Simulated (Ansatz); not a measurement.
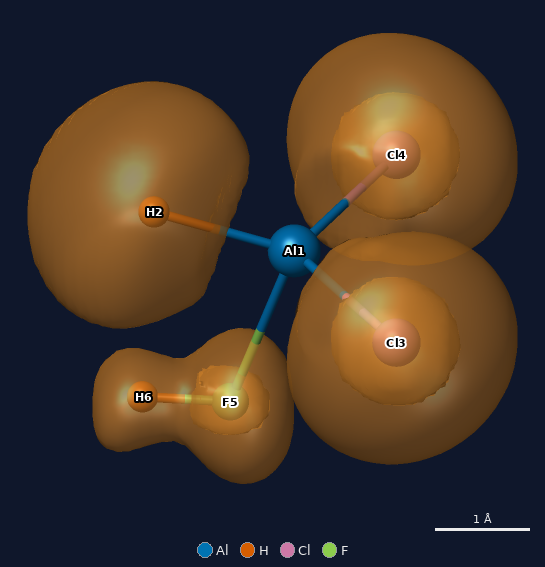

AlCl$_{2}$FH$_{2}$. Isosurface of the ELF at 0.75 (orange), seen at an oblique angle. Only the valence region is drawn (cores and ρ < 0.01 e/Å³ removed).

Level of theory: Ansatz, RKS B3LYP-D4/def2-SVP.

The calculation's input:

```
crystal:
  periodic: [false, false, false]
  atoms:
    - { symbol: Al, position_ang: [0.003573, 0.210626, -0.112854] }
    - { symbol: H, position_ang: [0.010414, 0.240881, 1.451659] }
    - { symbol: Cl, position_ang: [1.814114, 0.318159, -1.161259] }
    - { symbol: Cl, position_ang: [-1.813557, 0.247375, -1.153286] }
    - { symbol: F, position_ang: [0.054977, -2.327227, 1.242023] }
    - { symbol: H, position_ang: [0.05828, -1.588313, 1.805716] }
basis:
  gaussian: { orbitals: def2-SVP }
hamiltonian:
  xc: b3lyp
  dispersion: d4
relax:
  f_tol: 0.03
  max_steps: 50
output:
  orbitals: {}
```

Launched as:

```sh
ansatz run input.yaml --threads 1 --pin off --max-ram 2048MiB --backend cpu --events-out ev --progress --plain --runs-dir out
```

The fields are those of the run's last geometry, not of the input's.

### Where are the electrons localised?

The surface consists of one region around a hydrogen nucleus, two regions on Cl in which the atom's valence shell and bonds are merged and one joined region spread over several atoms (F, H), in which their bonds and any lone pairs are merged.

Values along the shortest contacts:
Al–F (2.05 Å): the ELF peaks at about 0.90 in the valence shell of F, 0.6 Å from its nucleus, and is about 0.30 at the midpoint. Al–Cl (2.11 Å): the ELF peaks at about 0.90 in the valence shell of Cl, 0.9 Å from its nucleus, and is about 0.80 at the midpoint.
